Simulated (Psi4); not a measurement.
**CAM-B3LYP/def2-QZVPPD (density fitting, sweep point 7) run of B2O2 (SMILES O=BB=O)**

What is the vertical ionisation energy of B2O2 at CAM-B3LYP/def2-QZVPPD (density fitting, sweep point 7)? 

The results are computed with Psi4 1.11.

### 1 The structure to begin with

B2O2: 4 atoms, total charge 0, spin state singlet. SMILES: `O=BB=O`. The shape is that of a GFN2-xTB optimisation.

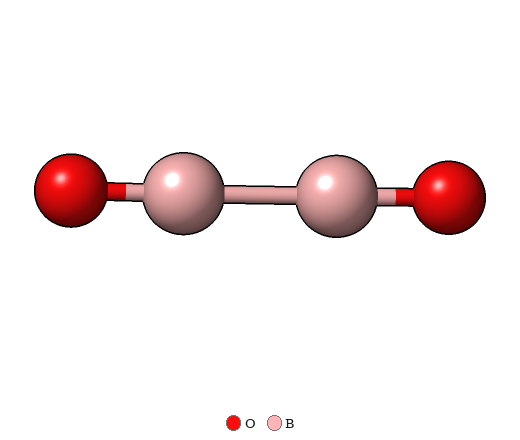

The structure, seen from a chosen angle (oxygen red, boron pink).

### 2 A single-point energy at CAM-B3LYP/def2-QZVPPD (density fitting, sweep point 7)

run.py reads:

```python
import psi4

psi4.set_memory(1600000000)
psi4.set_num_threads(1)
psi4.core.set_output_file('output.dat', False)

molecule = psi4.geometry("""
0 1
O     -0.733460     0.451810     1.802120
B     -0.300580     0.189000     0.727450
B      0.295060    -0.182970    -0.731290
O      0.738970    -0.457840    -1.798280
symmetry c1
""")

psi4.set_options({
    'reference': 'rks',
    'puream': True,
    'scf_type': 'df',
    'dft_radial_points': 99,
    'dft_spherical_points': 590,
})

energy_value, wavefunction = psi4.energy("cam-b3lyp/def2-QZVPPD", molecule=molecule, return_wfn=True)
print(f'total energy {energy_value:.8f} hartree = {energy_value * 27.211386:.5f} eV')
for k, v in sorted(psi4.core.scalar_variables().items()):
    print(f'{k:45s} {v:18.10f}')
```

Run with:

```
python run.py
```

output.dat:

```text
[...]
  Running in c1 symmetry.
[...]
  Nuclear repulsion =   67.367912062511181
[...]
  Multiplicity = 1
[...]
  Nalpha       = 13
  Nbeta        = 13
[...]
    Number of basis functions: 258
[...]
   @DF-RKS iter   1:  -199.93896450420007   -9.70203e-01   3.73518e-03 ADIIS/DIIS
[...]
   @DF-RKS iter   8:  -200.25150531097449   -5.79569e-08   2.92459e-07 DIIS
[...]
    Orbital Energies [Eh]
    ---------------------
    Doubly Occupied:
       1A    -19.242342     2A    -19.242336     3A     -6.892274
       4A     -6.891661     5A     -1.110173     6A     -1.109346
       7A     -0.615271     8A     -0.530319     9A     -0.518393
      10A     -0.484767    11A     -0.484767    12A     -0.459963
      13A     -0.459962
[...]
  @DF-RKS Final Energy:  -200.25150531097449
   => Energetics <=
    Nuclear Repulsion Energy =             67.3679120625111807
    One-Electron Energy =                -406.4062049551493487
    Two-Electron Energy =                 157.3592153113149834
    DFT Exchange-Correlation Energy =     -18.5724277296512668
    Empirical Dispersion Energy =           0.0000000000000000
    VV10 Nonlocal Energy =                  0.0000000000000000
    Total Energy =                       -200.2515053109744940
[...]
 Multipole Moments:
 ------------------------------------------------------------------------------------
     Multipole            Electronic (a.u.)      Nuclear  (a.u.)        Total (a.u.)
 ------------------------------------------------------------------------------------
 L = 1.  Multiply by 2.5417464519 to convert [e a0] to [Debye]
 Dipole X            :         -0.0159135            0.0062520           -0.0096615
 Dipole Y            :          0.0174120           -0.0068359            0.0105762
 Dipole Z            :         -0.0111630            0.0043532           -0.0068098
 Magnitude           :                                                    0.0158610
[...]
```

Standard output:

```text
total energy -200.25150531 hartree = -5449.12101 eV
CURRENT ENERGY                                   -200.2515053110
CURRENT REFERENCE ENERGY                         -200.2515053110
DD SOLVATION ENERGY                                 0.0000000000
DFT FUNCTIONAL TOTAL ENERGY                      -200.2515053110
DFT TOTAL ENERGY                                 -200.2515053110
DFT VV10 ENERGY                                     0.0000000000
DFT XC ENERGY                                     -18.5724277297
GRID ELECTRONS ALPHA                               12.9999999993
GRID ELECTRONS BETA                                12.9999999993
GRID ELECTRONS TOTAL                               25.9999999986
NUCLEAR REPULSION ENERGY                           67.3679120625
ONE-ELECTRON ENERGY                              -406.4062049551
PCM POLARIZATION ENERGY                             0.0000000000
PE ENERGY                                           0.0000000000
SCF ITERATION ENERGY                             -200.2515053110
SCF ITERATIONS                                      8.0000000000
SCF TOTAL ENERGY                                 -200.2515053110
TWO-ELECTRON ENERGY                               157.3592153113
XC GRID RADIAL POINTS                              99.0000000000
XC GRID SPHERICAL POINTS                          590.0000000000
XC GRID TOTAL POINTS                           227923.0000000000
```

Run time: 22 s. Hardware: 1 thread of Intel Xeon Platinum 8488C (Sapphire Rapids), shared host; peak memory 1.3 GiB.

### 3 The doublet cation, same level

b2o2.py reads:

```python
import psi4

psi4.set_memory(1600000000)
psi4.set_num_threads(1)
psi4.set_output_file('psi4.out', False)

geom = psi4.geometry("""
1 2
O     -0.733460     0.451810     1.802120
B     -0.300580     0.189000     0.727450
B      0.295060    -0.182970    -0.731290
O      0.738970    -0.457840    -1.798280
symmetry c1
""")

psi4.set_options({
    'reference': 'uks',
    'puream': True,
    'scf_type': 'df',
    'dft_radial_points': 99,
    'dft_spherical_points': 590,
    'maxiter': 150,
})

result = psi4.energy("cam-b3lyp/def2-QZVPPD")
print(f'total energy {result:.8f} hartree = {result * 27.211386:.5f} eV')
```

Run with:

```
python b2o2.py
```

psi4.out:

```text
[...]
  Running in c1 symmetry.
[...]
  Nuclear repulsion =   67.367912062511181
[...]
  Multiplicity = 2
[...]
  Nalpha       = 13
  Nbeta        = 12
[...]
    Number of basis functions: 258
[...]
   @DF-UKS iter   1:  -199.61849845730274   -6.49737e-01   2.34029e-03 DIIS/ADIIS
[...]
   @DF-UKS iter   9:  -199.74600403988671   -4.65477e-07   7.84697e-07 DIIS
[...]
   @S^2 Observed:                8.126428192E-01
[...]
    Orbital Energies [Eh]
    ---------------------
    Alpha Occupied:
       1A    -19.574591     2A    -19.574318     3A     -7.194329
       4A     -7.193699     5A     -1.439118     6A     -1.438482
       7A     -0.884637     8A     -0.831443     9A     -0.817527
      10A     -0.815234    11A     -0.801695    12A     -0.781098
      13A     -0.763194
    Alpha Virtual:
      14A     -0.317017    15A     -0.307918    16A     -0.162329
      17A     -0.153475    18A     -0.099451    19A     -0.088330
      20A     -0.085647    21A     -0.083771    22A     -0.064277
      23A     -0.057876    24A     -0.057837    25A     -0.051576
[...]
  @DF-UKS Final Energy:  -199.74600403988671
   => Energetics <=
    Nuclear Repulsion Energy =             67.3679120625111807
    One-Electron Energy =                -398.4954705684048690
    Two-Electron Energy =                 149.7371102036189825
    DFT Exchange-Correlation Energy =     -18.3555557376119935
    Empirical Dispersion Energy =           0.0000000000000000
    VV10 Nonlocal Energy =                  0.0000000000000000
    Total Energy =                       -199.7460040398867136
[...]
 Multipole Moments:
 ------------------------------------------------------------------------------------
     Multipole            Electronic (a.u.)      Nuclear  (a.u.)        Total (a.u.)
 ------------------------------------------------------------------------------------
 L = 1.  Multiply by 2.5417464519 to convert [e a0] to [Debye]
 Dipole X            :         -0.0168256            0.0062520           -0.0105736
 Dipole Y            :          0.0185993           -0.0068359            0.0117634
 Dipole Z            :         -0.0093899            0.0043532           -0.0050367
 Magnitude           :                                                    0.0165996
[...]
```

The script printed:

```text
total energy -199.74600404 hartree = -5435.36562 eV
```

Wall time 38 s (1 thread of Intel Xeon Platinum 8488C (Sapphire Rapids), shared host); peak memory 1.3 GiB.

### 4 What came out

Level: CAM-B3LYP/def2-QZVPPD (density fitting, sweep point 7).

```
                                          quantity          value
                        singlet B2O2: total energy  -200.25151 Eh
                       singlet B2O2: dipole moment         0.04 D
                         singlet B2O2: HOMO energy      -12.52 eV
                         singlet B2O2: LUMO energy       -1.33 eV
                       singlet B2O2: HOMO–LUMO gap       11.19 eV
                      doublet cation: total energy  -199.74600 Eh
doublet cation: HOMO energy (highest over α and β)      -18.75 eV
 doublet cation: LUMO energy (lowest over α and β)      -15.03 eV
                              doublet cation: ⟨S²⟩          0.813
vertical ionisation energy (to the doublet cation)      13.755 eV
```

Removing an electron at fixed nuclei costs 13.76 eV (1327 kJ/mol). −ε(HOMO) before ionisation, 12.52 eV, is 1.24 eV below this ionisation energy.
